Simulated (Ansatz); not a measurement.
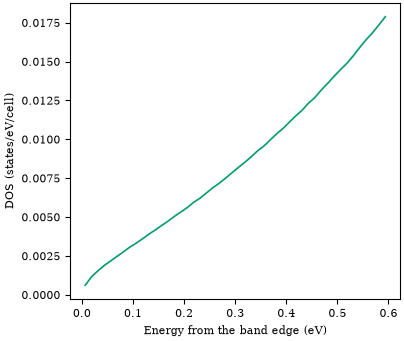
Density of states of ZnSe (F-43m) above the conduction band minimum, PBEsol with spin-orbit coupling, rigid bands (Ansatz, an electronic-structure program); cell volume 44.7 Å³.

**Question.** What effective density of states at 300 K does this give (∫ g(E) exp(−E/k_BT) dE, both spins, divided by the cell's size)?

**Answer.** 7.3e17 cm⁻³, a density-of-states mass of 0.095 mₑ, valleys and band degeneracy included.

Geometry: cell and atoms relaxed with PBEsol.
